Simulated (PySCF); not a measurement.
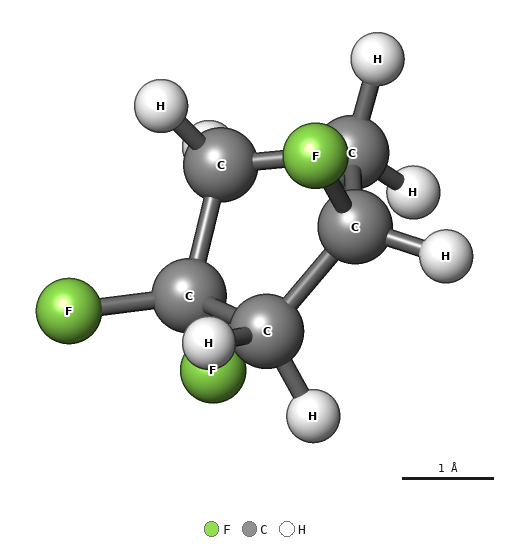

Figure 1. The structure (ball-and-stick view, seen at a tilt). Bond lengths as drawn: C–C 1.53 Å, C–F 1.36 to 1.38 Å and C–H 1.09 Å.

## Run report: C5H7F3, excited-state calculation

The run: excited-state calculation of C5H7F3. Method and program: TDDFT PBE0/def2-SVPD, vertical, gas phase, core orbitals frozen in the response (PySCF 2.14.0).

The geometry comes from this level: GFN2-xTB. It belongs to a series of runs on one base structure; here: H on C replaced by F.

What the program printed
```
coarse grid: 13032 points
cycle   1  E = -493.2634398434  dE =  1.025e+00  |g| = 7.632e-01  |ddm| = 5.286e+00
cycle   2  E = -493.1748935972  dE =  8.855e-02  |g| = 1.086e+00  |ddm| = 2.039e+00
cycle   3  E = -493.3675750241  dE = -1.927e-01  |g| = 8.625e-02  |ddm| = 1.149e+00
cycle   4  E = -493.3688913945  dE = -1.316e-03  |g| = 3.545e-02  |ddm| = 1.604e-01
cycle   5  E = -493.3691778577  dE = -2.865e-04  |g| = 4.567e-03  |ddm| = 5.994e-02
cycle   6  E = -493.3691812949  dE = -3.437e-06  |g| = 2.107e-03  |ddm| = 1.132e-02
final grid: 128456 points
cycle   7  E = -493.4385737945  dE = -4.891e-05  |g| = 9.448e-03  |ddm| = 1.366e-01
cycle   8  E = -493.4385551505  dE =  1.864e-05  |g| = 1.396e-02  |ddm| = 2.654e-02
cycle   9  E = -493.4385925081  dE = -3.736e-05  |g| = 8.682e-04  |ddm| = 1.552e-02
cycle  10  E = -493.4385926475  dE = -1.394e-07  |g| = 2.799e-04  |ddm| = 1.448e-03
cycle  11  E = -493.4385926629  dE = -1.543e-08  |g| = 4.695e-05  |ddm| = 5.844e-04
cycle  12  E = -493.4385926633  dE = -4.042e-10  |g| = 1.977e-05  |ddm| = 1.538e-04
```

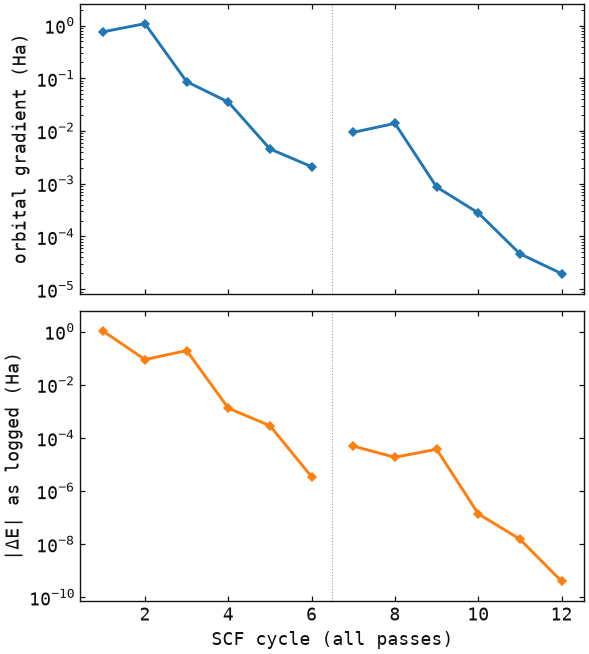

Figure 2. Convergence of the self-consistent field: orbital gradient and size of the energy change against the SCF cycle. The dotted line marks the change from a coarse to the final integration grid. The first 6 cycles use a coarse grid, the final grid takes over at cycle 7, and the field converges after 12 cycles in all.

```
converged SCF energy = -493.4385926633

Static polarisability (au): isotropic 58.299, principal 54.604 59.168 61.125

Singlet excitations
state   eV       nm        f      main configurations
  1   8.7618    141.5   0.00262   H->L 0.94
  2   9.0304    137.3   0.01519   H-1->L 0.94
  3   9.1362    135.7   0.01175   H->L+1 0.76, H->L+3 0.11
  4   9.3480    132.6   0.04528   H-2->L 0.81, H->L+3 0.10
  5   9.5269    130.1   0.00195   H->L+2 0.64, H->L+3 0.13, H->L+1 0.10
  6   9.5492    129.8   0.00744   H-1->L+1 0.76, H-1->L+3 0.09
  7   9.7248    127.5   0.00313   H->L+3 0.54, H->L+2 0.25, H->L+4 0.08
  8   9.8096    126.4   0.00355   H-2->L+1 0.55, H->L+4 0.14

Triplet excitations (Tamm-Dancoff, eV): 8.5462 8.7730 8.8746
```

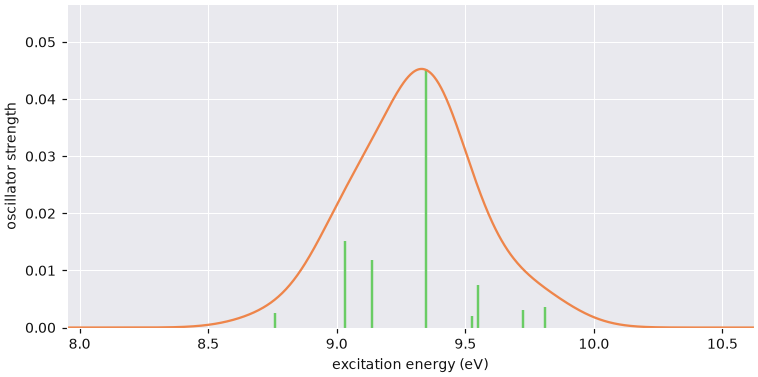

Figure 3. Computed excitations as sticks (degenerate states added up, dark ones marked on the axis), with a Gaussian envelope of 0.35 eV full width at half maximum, scaled to the tallest. Of the 8 states the lowest lies at 8.76 eV (f = 0.003); the strongest line is at 9.35 eV, or 133 nm (f = 0.045).

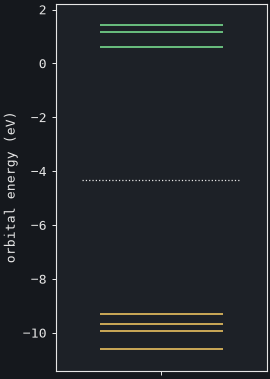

Figure 4. Orbital energies near the frontier; the dotted line parts filled from empty levels, and levels within 0.02 eV of each other stand side by side. Highest filled −9.29 eV, lowest empty 0.61 eV, 9.90 eV apart.

The run was set up as follows.

Input file
```
{"job": {"kind": "uv", "xc": "PBE0", "basis": "def2-SVPD", "nstates": 8, "ntriplets": 3}, "charge": 0, "multiplicity": 1}
F     -1.029448     1.160113     1.578331
C     -0.955961     0.841009     0.236206
C     -1.116050    -0.670451     0.066962
C      0.292899    -1.213617     0.295121
C      1.187529    -0.169448    -0.368348
F      1.432352    -0.500591    -1.672015
F      2.419525    -0.106735     0.202135
C      0.444600     1.170041    -0.288715
H     -1.748112     1.421455    -0.246202
H     -1.448977    -0.886460    -0.948046
H     -1.839707    -1.070969     0.774022
H      0.453318    -2.200481    -0.134152
H      0.533006    -1.237483     1.358497
H      0.961154     1.839932     0.398360
H      0.409458     1.631673    -1.274069
```

The first line tells a small driver script what to run in PySCF; the rest is the geometry in Å.

Launched with:
```bash
OMP_NUM_THREADS=1 python <driver script> task.json out
```

Summary

| quantity | value |
| --- | --- |
| outcome | converged |
| total energy | −493.438593 hartree |
| HOMO | −9.29 eV |
| LUMO | 0.61 eV |
| dipole moment | 2.14 D |
| mean polarisability | 58.30 a.u. |
| lowest singlet excitation | 8.76 eV |
| hardware | 1 CPU thread, shared host |
| wall time | 90 s |
| peak memory | 0.85 GiB |
